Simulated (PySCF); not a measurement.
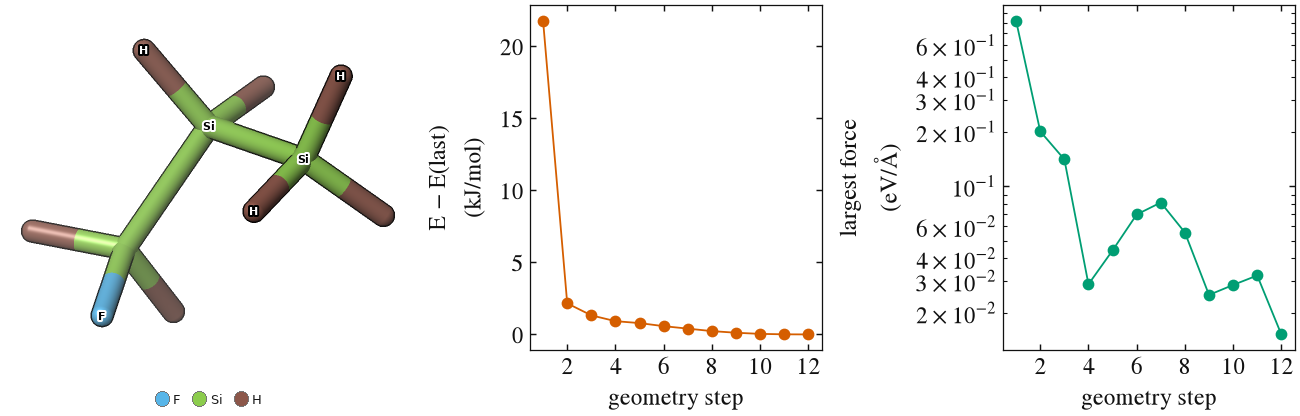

Beside the plot: the molecule at the start.

History of a geometry optimisation.

The run: FH₇Si₃ (SMILES F[SiH2][SiH2][SiH3]), by PySCF, PBE0-D3(BJ)/def2-SVP, geometry optimisation.

How did the optimisation end?

The optimisation met its thresholds at geometry 12, counting the start as the first. The energy fell by about 22 kJ/mol from the first step to the last. The largest force goes from about 0.82 eV/Å at the start to 0.015 eV/Å at the end.
